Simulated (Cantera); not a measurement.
Charge: 1 mol BN, 28 mol Cl₂, 3.1 mol H₂, held at 25.0 mbar.

Equilibrium computed with Cantera from the NASA thermochemical tables; the gas is ideal and each condensed phase is pure. Candidate condensed phases: B, BN, NH₄Cl; 21 gas species. The tables' values for BCl₂ are old estimates; treat these amounts as uncertain. Equilibrium is a limit: real reactors are often held back by kinetics, nucleation or transport.

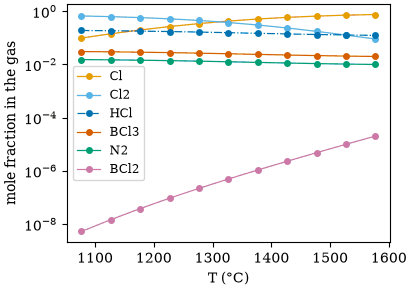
Figure. Equilibrium gas composition (values under 1e-9 drawn at 1e-9)

From 1077 °C to 1577 °C nothing is condensed. The main B-bearing gas is BCl₃ throughout.
